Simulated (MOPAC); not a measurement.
# Frequency calculation, with input and output: CH$_{5}$FNOTa (part 3 of 3)

The same run, continued: CH$_{5}$FNOTa, SMILES [CH3][Ta]([NH2])(=[O])[F]; PM6-DH2, closed shell, dispersion DH2 (MOPAC 23.2.5). The geometry was optimised with PM6-DH2.

Geometry of the input (Å):
```
C  -0.9550  -0.0777  1.1454
Ta 0.1614  0.6578  -0.5097
N  1.2900  -0.8775  -0.8772
O  1.1935  1.6580  0.3140
F  -0.8949  1.5990  -1.7887
H  -1.5090  0.8047  1.4747
H  -0.2231  -0.4287  1.8690
H  -1.5930  -0.8628  0.7476
H  2.2272  -1.0771  -0.5626
H  1.0415  -1.5553  -1.5894
```

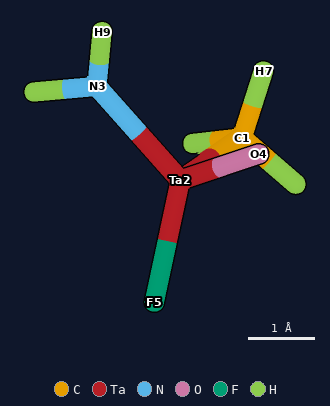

**Figure 1.** The structure as given in the input (stick view, seen at a tilt; atoms are numbered from 1 in the order of the input). Sticks mark near contacts.

## Output, continued
```
 VIBRATION          3    3A           ATOM PAIR      ENERGY CONTRIBUTION    RADIAL
 FREQUENCY           118.49         Ta 2 -- N  3         +21.2% (277.5%)      0.6%
 TRANSITION DIPOLE   0.0737         N  3 -- H 10         +19.7% (267.1%)     79.7%
 TRAVEL (Ang.)       0.2636         N  3 -- H  9         +16.3% (243.1%)     98.6%
 REDUCED MASS        8.1888         C  1 -- Ta 2         +13.2% (218.5%)      1.0%
 EFFECTIVE MASS    183.5199
 FORCE CONSTANT      0.0677

 VIBRATION          4    4A           ATOM PAIR      ENERGY CONTRIBUTION    RADIAL
 FREQUENCY           184.09         C  1 -- Ta 2         +25.8% (258.8%)      3.8%
 TRANSITION DIPOLE   0.3259         C  1 -- H  8         +23.7% (247.7%)      3.7%
 TRAVEL (Ang.)       0.3235         C  1 -- H  7         +20.9% (232.9%)     53.6%
 REDUCED MASS        3.4998         C  1 -- H  6         +18.5% (218.7%)     77.3%
 EFFECTIVE MASS     72.2939
 FORCE CONSTANT      0.0699

 VIBRATION          5    5A           ATOM PAIR      ENERGY CONTRIBUTION    RADIAL
 FREQUENCY           241.18         C  1 -- Ta 2         +22.6% (150.6%)      6.0%
 TRANSITION DIPOLE   0.2994         C  1 -- H  6         +20.6% (143.6%)     20.2%
 TRAVEL (Ang.)       0.2470         C  1 -- H  7         +20.5% (143.5%)     42.9%
 REDUCED MASS        4.5842         C  1 -- H  8         +19.1% (138.3%)     74.6%
 EFFECTIVE MASS     37.6479
 FORCE CONSTANT      0.1571

 VIBRATION          6    6A           ATOM PAIR      ENERGY CONTRIBUTION    RADIAL
 FREQUENCY           248.19         N  3 -- H  9         +34.2% (168.6%)     63.2%
 TRANSITION DIPOLE   0.4077         N  3 -- H 10         +33.1% (165.8%)     27.3%
 TRAVEL (Ang.)       0.2257         Ta 2 -- N  3         +13.9% (107.5%)      6.9%
 REDUCED MASS        5.3357         Ta 2 -- O  4          +7.7% ( 79.9%)      0.2%
 EFFECTIVE MASS     33.5841
 FORCE CONSTANT      0.1937

 VIBRATION          7    7A           ATOM PAIR      ENERGY CONTRIBUTION    RADIAL
 FREQUENCY           390.38         N  3 -- H 10         +45.9% ( 99.6%)      2.3%
 TRANSITION DIPOLE   0.1763         N  3 -- H  9         +34.1% ( 85.8%)      3.2%
 TRAVEL (Ang.)       0.5983         Ta 2 -- N  3          +6.9% ( 38.5%)      1.3%
 REDUCED MASS        0.4825         C  1 -- H  8          +5.4% ( 34.2%)      0.0%
 EFFECTIVE MASS      3.5189
 FORCE CONSTANT      0.0433

 VIBRATION          8    8A           ATOM PAIR      ENERGY CONTRIBUTION    RADIAL
 FREQUENCY           470.75         N  3 -- H  9         +20.7% ( 70.6%)      1.3%
 TRANSITION DIPOLE   0.9726         N  3 -- H 10         +16.8% ( 63.5%)      0.0%
 TRAVEL (Ang.)       0.3878         C  1 -- Ta 2         +16.1% ( 62.1%)     98.9%
 REDUCED MASS        0.9527         C  1 -- H  8         +13.5% ( 56.9%)      4.2%
 EFFECTIVE MASS      8.3393         C  1 -- H  6         +12.8% ( 55.5%)      4.1%
 FORCE CONSTANT      0.1244         C  1 -- H  7         +11.6% ( 52.8%)     33.7%

 VIBRATION          9    9A           ATOM PAIR      ENERGY CONTRIBUTION    RADIAL
 FREQUENCY           495.64         N  3 -- H  9         +21.9% ( 94.0%)      3.4%
 TRANSITION DIPOLE   1.0622         N  3 -- H 10         +17.9% ( 85.0%)     19.7%
 TRAVEL (Ang.)       0.3520         C  1 -- H  6         +13.1% ( 72.6%)      0.0%
 REDUCED MASS        1.0982         C  1 -- Ta 2         +12.3% ( 70.3%)     93.7%
 EFFECTIVE MASS     11.4640         C  1 -- H  8         +11.8% ( 68.9%)      1.0%
 FORCE CONSTANT      0.1590         C  1 -- H  7         +11.5% ( 68.2%)     83.5%

 VIBRATION         10   10A           ATOM PAIR      ENERGY CONTRIBUTION    RADIAL
 FREQUENCY           519.98         N  3 -- H  9         +26.6% ( 96.9%)      7.9%
 TRANSITION DIPOLE   1.4710         N  3 -- H 10         +21.3% ( 86.8%)     10.8%
 TRAVEL (Ang.)       0.3004         C  1 -- Ta 2         +12.7% ( 66.9%)     99.6%
 REDUCED MASS        1.4373         C  1 -- H  6         +10.1% ( 59.6%)      3.4%
 EFFECTIVE MASS     12.3654
 FORCE CONSTANT      0.2290

 VIBRATION         11   11A           ATOM PAIR      ENERGY CONTRIBUTION    RADIAL
 FREQUENCY           530.88         C  1 -- H  7         +27.8% ( 98.1%)      3.4%
 TRANSITION DIPOLE   0.6939         C  1 -- H  6         +22.2% ( 87.7%)     38.2%
 TRAVEL (Ang.)       0.3697         C  1 -- H  8         +17.7% ( 78.3%)      2.2%
 REDUCED MASS        0.9293         C  1 -- Ta 2         +15.6% ( 73.4%)     73.0%
 EFFECTIVE MASS      9.5501
 FORCE CONSTANT      0.1543

 VIBRATION         12   12A           ATOM PAIR      ENERGY CONTRIBUTION    RADIAL
 FREQUENCY           586.85         C  1 -- H  8         +26.2% ( 88.5%)     17.0%
 TRANSITION DIPOLE   0.3853         C  1 -- H  6         +17.6% ( 72.5%)      5.4%
 TRAVEL (Ang.)       0.3984         C  1 -- H  7         +16.7% ( 70.7%)      5.9%
 REDUCED MASS        0.7238         C  1 -- Ta 2         +11.3% ( 58.3%)      2.9%
 EFFECTIVE MASS      8.2855         Ta 2 -- N  3         +10.9% ( 57.1%)     96.7%
 FORCE CONSTANT      0.1469

 VIBRATION         13   13A           ATOM PAIR      ENERGY CONTRIBUTION    RADIAL
 FREQUENCY           634.54         Ta 2 -- N  3         +33.2% (106.4%)     98.0%
 TRANSITION DIPOLE   1.8392         N  3 -- H 10         +22.5% ( 87.6%)     34.7%
 TRAVEL (Ang.)       0.1477         N  3 -- H  9         +21.9% ( 86.4%)     38.3%
 REDUCED MASS        4.8694         C  1 -- H  6          +6.4% ( 46.7%)      6.5%
 EFFECTIVE MASS     20.1650
 FORCE CONSTANT      1.1552

 VIBRATION         14   14A           ATOM PAIR      ENERGY CONTRIBUTION    RADIAL
 FREQUENCY           661.18         Ta 2 -- F  5         +61.8% ( 89.5%)     99.6%
 TRANSITION DIPOLE   3.1999         Ta 2 -- N  3          +7.9% ( 32.0%)     56.3%
 TRAVEL (Ang.)       0.0891         N  3 -- H 10          +6.0% ( 28.0%)      0.4%
 REDUCED MASS       12.8416         C  1 -- Ta 2          +5.4% ( 26.4%)      2.5%
 EFFECTIVE MASS     28.7383
 FORCE CONSTANT      3.3076

 VIBRATION         15   15A           ATOM PAIR      ENERGY CONTRIBUTION    RADIAL
 FREQUENCY          1042.21         Ta 2 -- O  4         +93.7% ( 97.7%)    100.0%
 TRANSITION DIPOLE   5.3497         Ta 2 -- N  3          +1.6% ( 12.8%)      5.1%
 TRAVEL (Ang.)       0.0683         C  1 -- Ta 2          +1.2% ( 11.2%)      6.9%
 REDUCED MASS       13.8890         N  3 -- H 10          +1.0% ( 10.0%)      5.5%
 EFFECTIVE MASS     22.2685
 FORCE CONSTANT      8.8885

 VIBRATION         16   16A           ATOM PAIR      ENERGY CONTRIBUTION    RADIAL
 FREQUENCY          1079.56         C  1 -- H  6         +31.8% ( 56.3%)      0.9%
 TRANSITION DIPOLE   1.2392         C  1 -- H  8         +31.4% ( 56.0%)      0.9%
 TRAVEL (Ang.)       0.2886         C  1 -- H  7         +27.5% ( 52.4%)      1.5%
 REDUCED MASS        0.7499         C  1 -- Ta 2          +9.2% ( 30.3%)     99.9%
 EFFECTIVE MASS      2.6258
 FORCE CONSTANT      0.5149

 VIBRATION         17   17A           ATOM PAIR      ENERGY CONTRIBUTION    RADIAL
 FREQUENCY          1248.75         C  1 -- H  6         +56.3% ( 65.8%)      0.1%
 TRANSITION DIPOLE   0.4964         C  1 -- H  8         +23.0% ( 42.1%)      9.5%
 TRAVEL (Ang.)       0.3416         C  1 -- H  7         +15.1% ( 34.0%)     18.2%
 REDUCED MASS        0.4628         C  1 -- Ta 2          +5.6% ( 20.8%)      0.0%
 EFFECTIVE MASS      1.6755
 FORCE CONSTANT      0.4252

 VIBRATION         18   18A           ATOM PAIR      ENERGY CONTRIBUTION    RADIAL
 FREQUENCY          1252.73         C  1 -- H  7         +47.8% ( 60.3%)      1.1%
 TRANSITION DIPOLE   0.4585         C  1 -- H  8         +40.2% ( 55.3%)      2.3%
 TRAVEL (Ang.)       0.3425         C  1 -- H  6          +6.6% ( 22.4%)     65.8%
 REDUCED MASS        0.4588         C  1 -- Ta 2          +5.3% ( 20.2%)      0.3%
 EFFECTIVE MASS      1.6451
 FORCE CONSTANT      0.4242

 VIBRATION         19   19A           ATOM PAIR      ENERGY CONTRIBUTION    RADIAL
 FREQUENCY          1552.08         N  3 -- H 10         +48.7% ( 57.2%)      2.9%
 TRANSITION DIPOLE   0.1672         N  3 -- H  9         +46.7% ( 56.0%)      3.8%
 TRAVEL (Ang.)       0.2853         Ta 2 -- N  3          +4.6% ( 17.5%)     99.1%
 REDUCED MASS        0.5337
 EFFECTIVE MASS      1.7527
 FORCE CONSTANT      0.7574

 VIBRATION         20   20A           ATOM PAIR      ENERGY CONTRIBUTION    RADIAL
 FREQUENCY          2709.11         C  1 -- H  6         +75.1% ( 88.9%)     99.9%
 TRANSITION DIPOLE   0.5906         C  1 -- H  8         +16.2% ( 41.3%)     87.1%
 TRAVEL (Ang.)       0.2007         C  1 -- H  7          +7.8% ( 28.6%)     72.0%
 REDUCED MASS        0.6182         C  1 -- Ta 2          +0.9% (  9.7%)      0.0%
 EFFECTIVE MASS      1.4832
 FORCE CONSTANT      2.6731

 VIBRATION         21   21A           ATOM PAIR      ENERGY CONTRIBUTION    RADIAL
 FREQUENCY          2719.40         C  1 -- H  7         +52.0% ( 74.1%)     98.6%
 TRANSITION DIPOLE   0.5190         C  1 -- H  8         +45.4% ( 69.2%)     97.3%
 TRAVEL (Ang.)       0.2217         C  1 -- H  6          +1.6% ( 12.9%)     16.2%
 REDUCED MASS        0.5046         C  1 -- Ta 2          +0.9% (  9.9%)      0.0%
 EFFECTIVE MASS      1.4969
 FORCE CONSTANT      2.1984

 VIBRATION         22   22A           ATOM PAIR      ENERGY CONTRIBUTION    RADIAL
 FREQUENCY          2753.20         C  1 -- H  7         +40.3% ( 61.3%)     98.6%
 TRANSITION DIPOLE   1.0242         C  1 -- H  8         +38.2% ( 59.7%)     98.5%
 TRAVEL (Ang.)       0.2650         C  1 -- H  6         +21.4% ( 44.6%)     96.4%
 REDUCED MASS        0.3486
 EFFECTIVE MASS      1.0596
 FORCE CONSTANT      1.5570

 VIBRATION         23   23A           ATOM PAIR      ENERGY CONTRIBUTION    RADIAL
 FREQUENCY          2811.28         N  3 -- H 10         +61.0% ( 79.6%)     98.8%
 TRANSITION DIPOLE   0.5696         N  3 -- H  9         +38.4% ( 63.2%)     96.8%
 TRAVEL (Ang.)       0.2115         Ta 2 -- N  3          +0.6% (  8.1%)      0.0%
 REDUCED MASS        0.5360
 EFFECTIVE MASS      1.4743
 FORCE CONSTANT      2.4957

 VIBRATION         24   24A           ATOM PAIR      ENERGY CONTRIBUTION    RADIAL
 FREQUENCY          2849.75         N  3 -- H  9         +61.9% ( 77.5%)     99.0%
 TRANSITION DIPOLE   0.6664         N  3 -- H 10         +37.7% ( 60.5%)     96.4%
 TRAVEL (Ang.)       0.2152         Ta 2 -- N  3          +0.3% (  5.8%)     97.3%
 REDUCED MASS        0.5108
 EFFECTIVE MASS      1.2217
 FORCE CONSTANT      2.4441

      SYMMETRY NUMBER FOR POINT-GROUP C1  =  1

          SYSTEM IS A GROUND STATE

 CH5FNOTa

          MOLECULE IS NOT LINEAR

          THERE ARE 24 GENUINE VIBRATIONS IN THIS SYSTEM
          THIS THERMODYNAMICS CALCULATION IS LIMITED TO
          MOLECULES WHICH HAVE NO INTERNAL ROTATIONS

                    CALCULATED THERMODYNAMIC PROPERTIES
                                          *
   TEMP. (K)   PARTITION FUNCTION   H.O.F.    ENTHALPY  HEAT CAPACITY ENTROPY
                                   KCAL/MOL   CAL/MOLE    CAL/K/MOL  CAL/K/MOL

 298.00  VIB.     0.1339D+03                  3458.2598    21.6654    21.3369
         ROT.     0.1669D+06                   888.2803     2.9808    26.8774
         INT.     0.2236D+08                  4346.5401    24.6463    48.2143
         TRA.     0.3753D+28                  1480.4672     4.9680    42.4111
         TOT.                     -172.693    5827.0072    29.6143    90.6254

 298.00  VIB.     0.1339D+03                  3458.2598    21.6654    21.3369
         ROT.     0.1669D+06                   888.2803     2.9808    26.8774
         INT.     0.2236D+08                  4346.5401    24.6463    48.2143
         TRA.     0.3753D+28                  1480.4672     4.9680    42.4111
         TOT.                     -172.693    5827.0072    29.6143    90.6254

 398.00  VIB.     0.9041D+03                  5839.4779    25.7407    28.1988
         ROT.     0.2576D+06                  1186.3609     2.9808    27.7399
         INT.     0.2329D+09                  7025.8388    28.7215    55.9387
         TRA.     0.5793D+28                  1977.2682     4.9680    43.8487
         TOT.                     -169.517    9003.1070    33.6895    99.7873

   *: NOTE: HEATS OF FORMATION ARE RELATIVE TO THE
            ELEMENTS IN THEIR STANDARD STATE AT 298K
              (=  Standard Enthalpy of Formation).

            Hvib:  Zero-point energy is not included.
                   frequencies of less than zero cm-1 are not included.
            Hrot = (3/2)RT
            Htra = (3/2)RT + pV = (5/2)RT

            Heat capacity is Cp, not Cv

           FORCE CONSTANT IN CARTESIAN COORDINATES (Millidynes/A)

    ATOM   CHEMICAL       X               Y               Z
   NUMBER   SYMBOL  FORCE CONSTANT  FORCE CONSTANT  FORCE CONSTANT

      1       C        3.557382        5.768422        5.924384
      2      Ta        3.699161        6.993673       11.555091
      3       N        0.884391        6.209898        5.658973
      4       O        0.742131        1.028289        8.515061
      5       F        0.697596        1.925823        1.728461
      6       H        0.588662        3.821968        0.593070
      7       H        0.655308        1.729119        2.628818
      8       H        0.685975        0.983229        3.379805
      9       H        0.259999        2.083228        2.983883
     10       H        0.268963        1.619599        3.419221

 *                    *
 * JOB ENDED NORMALLY *
 *                    *

 TOTAL JOB TIME:             0.20 SECONDS

 == MOPAC DONE ==
```

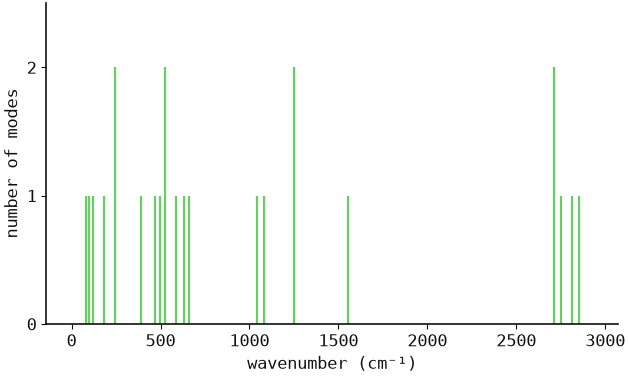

**Figure 2.** Harmonic vibrational wavenumbers from the force constants; neighbouring modes closer than 13 cm⁻¹ are counted in one stick. 24 modes from 80 to 2850 cm⁻¹, none imaginary.

## Key numbers

| quantity | value |
| --- | --- |
| outcome | converged |
| heat of formation | −172.69 kcal/mol |
| basis functions | 30 |
| zero-point energy | 0.057591 hartree |
| wavenumbers, lowest and highest | 80 and 2850 cm⁻¹ |
| peak memory | 0.072 GiB |

MOPAC's energies along a path are heats of formation.
